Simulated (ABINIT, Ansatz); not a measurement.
**Lattice dynamics of Zr (Zirconium) in two programs**

How does Zr (Zirconium) vibrate, and is this structure a minimum?

Calculated with ABINIT 10.8.3; DFT PBE, scalar-relativistic, plane waves, PseudoDojo norm-conserving pseudopotentials.

### 1. The structure

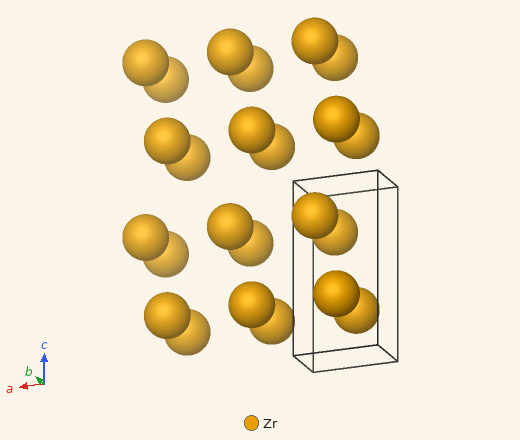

The cell as given, from a free direction (zirconium orange). 3×2×2 cells are drawn.

Coordinates:

```cif
data_structure
_symmetry_space_group_name_H-M 'P6_3/mmc'
_symmetry_Int_Tables_number 194
_cell_length_a 3.2320
_cell_length_b 3.2320
_cell_length_c 5.1470
_cell_angle_alpha 90.000
_cell_angle_beta 90.000
_cell_angle_gamma 120.000
_cell_volume 46.56
loop_
_atom_site_label
_atom_site_type_symbol
_atom_site_symmetry_multiplicity
_atom_site_Wyckoff_symbol
_atom_site_fract_x
_atom_site_fract_y
_atom_site_fract_z
_atom_site_occupancy
Zr1 Zr 2 c 0.33333 0.66667 0.25000 1
```

### 2. A probe with smearing

A first run with smearing and empty bands tells whether the crystal has a gap, which decides between fixed occupations and smearing later on.

File probe.abi:

```
# ground state
tolvrs 1.0d-08
prtden 1
prtwf 1

# basis, mesh and filling
ecut 29.0
ngkpt 6 6 4
nshiftk 1
shiftk 0.0 0.0 0.0
istwfk *1
occopt 7
tsmear 0.005
nband 19
nstep 100
diemac 9.0
prtebands 0
prtgsr 0

# cell and atoms
acell 3*1.0 Angstrom
rprim 
    3.232 0.0 0.0
    -1.616 2.798994105 0.0
    0.0 0.0 5.147
ntypat 1
znucl 40
natom 2
typat 1 1
xred 
    1/3 2/3 0.25
    2/3 1/3 0.75
pp_dirpath "./pseudo"
pseudos "Zr.upf"
```

Run with:

```console
$ OMP_NUM_THREADS=1 mpirun -n 16 abinit probe.abi > probe.log
```

Numbers of over 12 decimals in the logs are rounded to 6 here.

probe.abo, the main output file:

```text
[banners, grids, parts of the stress and lines that vanish by symmetry left out]
- input  file    -> probe.abi
- output file    -> probe.abo
- root for input  files -> probei
[...]
Symmetries : space group P6_3/m m c (#194); Bravais hP (primitive hexag.)
[...]
mpw =        2388          nfft =       43200          nkpt =          21
[...]
== DATASET  1 ==================================================================
[...]
-    --> not optimal distribution: autoparal keyword recommended in input file <--
[...]
cutoff_energies: {ecut:  29.0, pawecutdg:  -1.0, }
[...]
ETOT  1  -101.19384763469    -1.012E+02 1.001E-01 1.738E+01
 ETOT  2  -101.24115716655    -4.731E-02 1.593E-02 1.585E+00
 ETOT  3  -101.24164249402    -4.853E-04 2.378E-03 1.474E-03
 ETOT  4  -101.24164308795    -5.939E-07 1.496E-03 1.877E-05
 ETOT  5  -101.24164309591    -7.964E-09 5.466E-04 3.744E-07
 ETOT  6  -101.24164309612    -2.110E-10 8.060E-04 1.115E-08
 ETOT  7  -101.24164309613    -8.754E-12 2.180E-04 1.973E-10
 At SCF step    7       vres2   =  1.97E-10 < tolvrs=  1.00E-08 =>converged.
[...]
sigma(1 1)=  1.41982371E-05  sigma(3 2)=  0.00000000E+00
  sigma(2 2)=  1.41982373E-05  sigma(3 1)=  0.00000000E+00
  sigma(3 3)= -1.58121834E-05  sigma(2 1)=  0.00000000E+00
[...]
convergence: {deltae: -8.754E-12, res2:  1.973E-10, residm:  2.180E-04, diffor: null, }
etotal    :  -1.01241643E+02
[...]
sigma(1 1)=  1.41982371E-05  sigma(3 2)=  0.00000000E+00
  sigma(2 2)=  1.41982373E-05  sigma(3 1)=  0.00000000E+00
  sigma(3 3)= -1.58121834E-05  sigma(2 1)=  0.00000000E+00
[...]
- sigma(1 1)=  4.17726558E-01  sigma(3 2)=  0.00000000E+00
- sigma(2 2)=  4.17726564E-01  sigma(3 1)=  0.00000000E+00
- sigma(3 3)= -4.65210497E-01  sigma(2 1)=  0.00000000E+00
[...]
fcart     -0.0000000000E+00  2.0362836572E-28 -0.0000000000E+00
           strten      1.4198237125E-05  1.4198237330E-05 -1.5812183401E-05
================================================================================

[key lines of the parts left out:]
pressure_GPa:  -1.2341E-01
```

It took 4.1 s on 16 MPI ranks of Arm Neoverse V1, shared host.

This step gave:

| Quantity | Value |
| --- | --- |
| volume per atom | 23.28 Å³ |
| pressure | -0.1234 GPa |
| gap on the k-mesh | 0 eV |

No gap opens on this mesh, so smearing is kept; the printed pressure holds the stress of the finite basis too.

### 3. Relaxing the cell and atoms

The harmonic expansion needs vanishing forces, and a free crystal bears no stress, so cell and atoms are brought to rest. Stress is more sensitive to the basis than forces are: the last 3 Ha under the cutoff are smoothed with ecutsm, and the cutoff is raised above that of the later runs.

File relax.abi:

```
# relaxation
ionmov 2
optcell 2
dilatmx 1.08
ntime 40
tolmxf 1.0d-05
tolvrs 1.0d-14
prtwf 0
prtden 0
chksymtnons 0

# basis, mesh and filling
ecut 36.0
ecutsm 3.0
ngkpt 12 12 6
nshiftk 1
shiftk 0.0 0.0 0.0
istwfk *1
occopt 7
tsmear 0.01
nband 19
nstep 100
diemac 1000000.0
prtebands 0
prtgsr 0

# cell and atoms
acell 3*1.0 Angstrom
rprim 
    3.232 0.0 0.0
    -1.616 2.798994105 0.0
    0.0 0.0 5.147
ntypat 1
znucl 40
natom 2
typat 1 1
xred 
    1/3 2/3 0.25
    2/3 1/3 0.75
pp_dirpath "./pseudo"
pseudos "Zr.upf"
```

Run with:

```console
$ OMP_NUM_THREADS=1 mpirun -n 16 abinit relax.abi > relax.log
```

relax.abo, the main output file:

```text
[banners, grids, parts of the stress and lines that vanish by symmetry left out]
- input  file    -> relax.abi
- output file    -> relax.abo
- root for input  files -> relaxi
[...]
Symmetries : space group P6_3/m m c (#194); Bravais hP (primitive hexag.)
[...]
mpw =        4128          nfft =       77760          nkpt =          76
[...]
== DATASET  1 ==================================================================
[...]
cutoff_energies: {ecut:  36.0, pawecutdg:  -1.0, }
[...]
ETOT  1  -101.18689009563    -1.012E+02 1.531E-01 2.902E+01
 ETOT  2  -101.24305950427    -5.617E-02 5.436E-02 1.160E+00
 ETOT  3  -101.24326707018    -2.076E-04 3.102E-03 6.184E-03
 ETOT  4  -101.24326793996    -8.698E-07 2.813E-03 2.005E-05
 ETOT  5  -101.24326794553    -5.573E-09 7.867E-04 4.299E-07
[...]
At SCF step   10       vres2   =  3.06E-15 < tolvrs=  1.00E-14 =>converged.
[...]
sigma(1 1)= -1.47065708E-05  sigma(3 2)=  0.00000000E+00
  sigma(2 2)= -1.47065706E-05  sigma(3 1)=  0.00000000E+00
  sigma(3 3)= -3.51191896E-05  sigma(2 1)=  0.00000000E+00
[...]
convergence: {deltae: -5.826E-13, res2:  3.065E-15, residm:  8.627E-04, diffor: null, }
etotal    :  -1.01243268E+02
[...]
ETOT  1  -101.24326142426    -1.012E+02 1.468E-03 1.346E-01
[...]
At SCF step    8       vres2   =  7.96E-16 < tolvrs=  1.00E-14 =>converged.
[...]
sigma(1 1)= -9.15032488E-06  sigma(3 2)=  0.00000000E+00
  sigma(2 2)= -9.15032467E-06  sigma(3 1)=  0.00000000E+00
  sigma(3 3)= -2.71059250E-05  sigma(2 1)=  0.00000000E+00
[...]
convergence: {deltae:  1.208E-12, res2:  7.959E-16, residm:  2.174E-04, diffor: null, }
etotal    :  -1.01243282E+02
[...]
ETOT  1  -101.24314387152    -1.012E+02 1.081E-04 1.023E+00
[...]
At SCF step    8       vres2   =  5.27E-15 < tolvrs=  1.00E-14 =>converged.
[...]
sigma(1 1)=  5.38056738E-06  sigma(3 2)=  0.00000000E+00
  sigma(2 2)=  5.38056758E-06  sigma(3 1)=  0.00000000E+00
  sigma(3 3)= -4.77635966E-06  sigma(2 1)=  0.00000000E+00
[...]
convergence: {deltae: -1.279E-13, res2:  5.275E-15, residm:  2.531E-05, diffor: null, }
etotal    :  -1.01243298E+02
[...]
ETOT  1  -101.24329868382    -1.012E+02 2.241E-05 2.906E-03
[...]
At SCF step    8       vres2   =  8.18E-16 < tolvrs=  1.00E-14 =>converged.
[...]
sigma(1 1)=  5.26648415E-06  sigma(3 2)=  0.00000000E+00
  sigma(2 2)=  5.26648435E-06  sigma(3 1)=  0.00000000E+00
  sigma(3 3)= -3.58608270E-06  sigma(2 1)=  0.00000000E+00
[...]
convergence: {deltae: -1.762E-12, res2:  8.181E-16, residm:  1.294E-05, diffor: null, }
etotal    :  -1.01243299E+02
[...]
ETOT  1  -101.24327789800    -1.012E+02 9.904E-05 1.219E-01
[...]
At SCF step    8       vres2   =  5.12E-15 < tolvrs=  1.00E-14 =>converged.
[...]
sigma(1 1)=  1.31878786E-06  sigma(3 2)=  0.00000000E+00
  sigma(2 2)=  1.31878806E-06  sigma(3 1)=  0.00000000E+00
  sigma(3 3)=  9.18746467E-07  sigma(2 1)=  0.00000000E+00
[...]
convergence: {deltae: -6.395E-13, res2:  5.122E-15, residm:  4.801E-06, diffor: null, }
etotal    :  -1.01243302E+02
[...]
ETOT  1  -101.24330178137    -1.012E+02 4.165E-06 3.392E-03
[...]
At SCF step    8       vres2   =  6.95E-17 < tolvrs=  1.00E-14 =>converged.
[...]
sigma(1 1)=  2.32993870E-07  sigma(3 2)=  0.00000000E+00
  sigma(2 2)=  2.32994072E-07  sigma(3 1)=  0.00000000E+00
  sigma(3 3)=  2.95673963E-07  sigma(2 1)=  0.00000000E+00
[...]
convergence: {deltae: -2.274E-13, res2:  6.952E-17, residm:  2.001E-06, diffor: null, }
etotal    :  -1.01243302E+02
[...]
ETOT  1  -101.24330227792    -1.012E+02 1.714E-06 2.078E-04
[...]
ETOT  6  -101.24330230876     1.066E-12 9.890E-07 2.359E-14
 ETOT  7  -101.24330230876     9.948E-14 7.400E-07 3.034E-16
 At SCF step    7       vres2   =  3.03E-16 < tolvrs=  1.00E-14 =>converged.
[...]
sigma(1 1)=  9.93328014E-10  sigma(3 2)=  0.00000000E+00
  sigma(2 2)=  9.93529864E-10  sigma(3 1)=  0.00000000E+00
  sigma(3 3)=  1.30510715E-08  sigma(2 1)=  0.00000000E+00
[...]
convergence: {deltae:  9.948E-14, res2:  3.034E-16, residm:  7.400E-07, diffor: null, }
etotal    :  -1.01243302E+02
[...]
At Broyd/MD step   7, gradients are converged :
[...]
sigma(1 1)=  9.93328014E-10  sigma(3 2)=  0.00000000E+00
  sigma(2 2)=  9.93529864E-10  sigma(3 1)=  0.00000000E+00
  sigma(3 3)=  1.30510715E-08  sigma(2 1)=  0.00000000E+00
[...]
- sigma(1 1)=  2.92247191E-05  sigma(3 2)=  0.00000000E+00
- sigma(2 2)=  2.92306578E-05  sigma(3 1)=  0.00000000E+00
- sigma(3 3)=  3.83975782E-04  sigma(2 1)=  0.00000000E+00
[...]
fcart      2.2040677459E-29  3.8175573192E-29 -0.0000000000E+00
           strten      9.9332801359E-10  9.9352986428E-10  1.3051071546E-08
================================================================================

[key lines of the parts left out:]
pressure_GPa:  -1.4748E-04
Total energy (etotal) [Ha]= -1.01243302308757E+02
```

Run time: 75 s. Hardware: 16 MPI ranks; 20 min of CPU time.

The steps of the relaxation:

```
step  energy less that of the first step (eV)  largest force (eV/Å)  volume (Å³)
   1                                   0.0000                0.0000        46.56
   2                                  -0.0004                0.0000        46.65
   3                                  -0.0008                0.0000        46.90
   4                                  -0.0009                0.0000        46.90
   5                                  -0.0009                0.0000        46.88
   6                                  -0.0009                0.0000        46.86
   7                                  -0.0009                0.0000        46.86
```

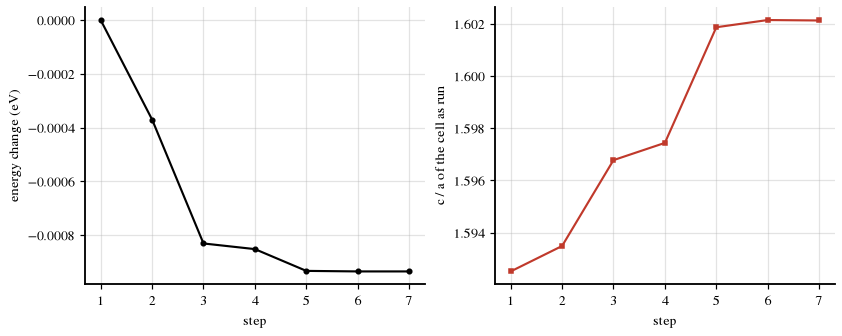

Energy and cell shape along the relaxation.

```
conventional cell, symmetrised  before  after  change
                         a (Å)   3.232  3.232  +0.0 %
                         b (Å)   3.232  3.232  +0.0 %
                         c (Å)   5.147  5.179  +0.6 %
              volume (Å³/atom)   23.28  23.43  +0.6 %
```

Final coordinates:

```xyz
2
Lattice="3.2324 0.0000 0.0000 -1.6162 2.7993 0.0000 0.0000 0.0000 5.1787" Properties=species:S:1:pos:R:3 pbc="T T T"
Zr    0.0000    1.8662    1.2947
Zr    1.6162    0.9331    3.8840
```

Numbers from this step:

* volume per atom: 23.43 Å³
* pressure: -1.47e-4 GPa

The volume changes by +0.6 % in this run and stands +0.6 % from the first cell.

### 4. Ground state

First-order wavefunctions inherit every error of the ground state, hence the very tight tolvrs. Smearing stays on, as the first look found no gap above 0.3 eV.

File gs.abi:

```
# ground state
tolvrs 1.0d-16
prtden 1
prtwf 1

# basis, mesh and filling
ecut 29.0
ngkpt 12 12 6
nshiftk 1
shiftk 0.0 0.0 0.0
istwfk *1
occopt 7
tsmear 0.01
nband 19
nstep 100
diemac 1000000.0
prtebands 0
prtgsr 0

# cell and atoms
acell 3*1.0 Angstrom
rprim 
    3.232401753 0.0 0.0
    -1.616200876 2.799342033 0.0
    0.0 0.0 5.178719101
ntypat 1
znucl 40
natom 2
typat 1 1
xred 
    1/3 2/3 0.25
    2/3 1/3 0.75
pp_dirpath "./pseudo"
pseudos "Zr.upf"
```

Run with:

```console
$ OMP_NUM_THREADS=1 mpirun -n 16 abinit gs.abi > gs.log
```

gs.abo, the main output file:

```text
[banners, grids, parts of the stress and lines that vanish by symmetry left out]
- input  file    -> gs.abi
- output file    -> gs.abo
- root for input  files -> gsi
[...]
Symmetries : space group P6_3/m m c (#194); Bravais hP (primitive hexag.)
[...]
mpw =        2406          nfft =       43200          nkpt =          76
[...]
== DATASET  1 ==================================================================
[...]
cutoff_energies: {ecut:  29.0, pawecutdg:  -1.0, }
[...]
ETOT  1  -101.19460959926    -1.012E+02 1.504E-01 1.743E+01
 ETOT  2  -101.24263215138    -4.802E-02 1.823E-02 9.744E-01
 ETOT  3  -101.24294156037    -3.094E-04 4.392E-03 1.661E-03
 ETOT  4  -101.24294213107    -5.707E-07 2.465E-03 2.061E-05
 ETOT  5  -101.24294213840    -7.328E-09 2.149E-03 2.726E-07
[...]
ETOT 10  -101.24294213856     2.132E-13 2.053E-04 1.360E-15
 ETOT 11  -101.24294213856    -6.111E-13 2.138E-04 2.614E-17
 At SCF step   11       vres2   =  2.61E-17 < tolvrs=  1.00E-16 =>converged.
[...]
sigma(1 1)=  1.55102779E-05  sigma(3 2)=  0.00000000E+00
  sigma(2 2)=  1.55102801E-05  sigma(3 1)=  0.00000000E+00
  sigma(3 3)=  1.54562031E-05  sigma(2 1)= -1.61446673E-12
[...]
convergence: {deltae: -6.111E-13, res2:  2.614E-17, residm:  2.138E-04, diffor: null, }
etotal    :  -1.01242942E+02
[...]
sigma(1 1)=  1.55102779E-05  sigma(3 2)=  0.00000000E+00
  sigma(2 2)=  1.55102801E-05  sigma(3 1)=  0.00000000E+00
  sigma(3 3)=  1.54562031E-05  sigma(2 1)= -1.61446673E-12
[...]
- sigma(1 1)=  4.56328131E-01  sigma(3 2)=  0.00000000E+00
- sigma(2 2)=  4.56328194E-01  sigma(3 1)=  0.00000000E+00
- sigma(3 3)=  4.54737194E-01  sigma(2 1)= -4.74992510E-08
[...]
fcart     -2.2040677444E-29  3.8175573175E-29 -0.0000000000E+00
           strten      1.5510277903E-05  1.5510280068E-05  1.5456203084E-05
================================================================================

[key lines of the parts left out:]
pressure_GPa:  -4.5580E-01
```

Elapsed: 9.9 s, on 16 MPI ranks.

Numbers from this step:

```
pressure : -0.4558 GPa
```

The cell stands at -0.46 GPa: the relaxation ran with a smoothed and higher cutoff, and the difference is a stress of the finite basis.

(Part 1 of 4 ends here.)

[Host names and launcher messages were left out of these logs when they were recorded.]

[Logs are printed without paths, hosts, clocks, repeated set-up lines and the standing remarks that a program may print on its own settings, such as how far it seeks lower states.]

[Hosts, paths, dates, database ids (printed as entryN), source tags and the programs' standing remarks are cut or masked in the printed files.]
